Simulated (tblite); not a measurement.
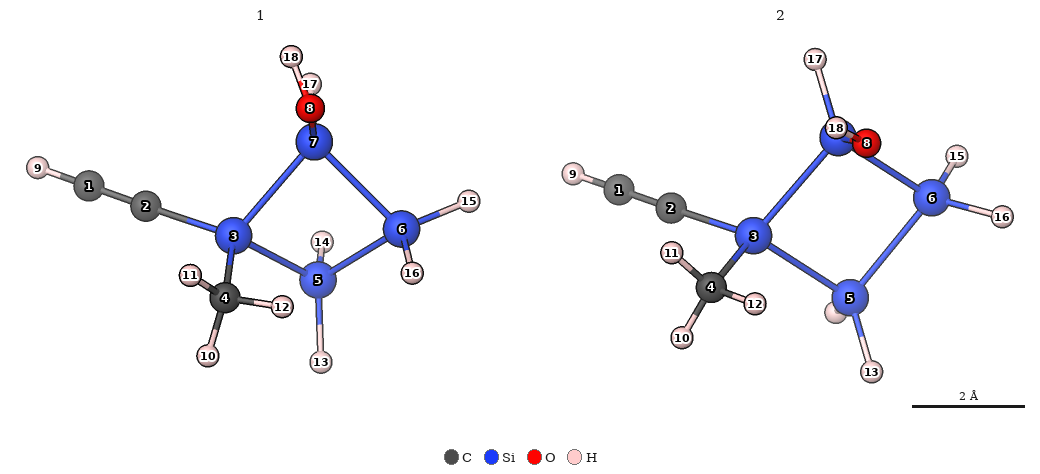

Two geometries of C3H10OSi4, drawn at one scale. One is the start of a relaxation, the other its converged end. A ball-and-stick model, seen at a tilt.

Theory: tblite, GFN2-xTB geometry optimisation, gas phase. 

> Which one is relaxed?

Structure 2 is the relaxed one. Over 135 geometry steps the energy falls by 128.6 kJ/mol. The atom that moves furthest after the best rigid fit is H16 (2.02 Å). By element the largest moves are H 2.02 Å, O 0.92 Å, Si 0.87 Å, C 0.64 Å. Near-neighbour distances that change, for instance: Si3–Si6 3.011 → 3.342 Å, Si3–Si5 2.230 → 2.381 Å, Si3–Si7 2.247 → 2.377 Å, Si5–Si6 2.249 → 2.358 Å. Bond angles that change, for instance: Si7–O8–H18 105.5° → 122.4°, H13–Si5–H14 116.4° → 102.5°, H15–Si6–H16 116.3° → 102.8°. Groups turn about Si3–Si7 by about 45°, Si6–Si7 by about 40°, Si5–Si6 by about 35°.
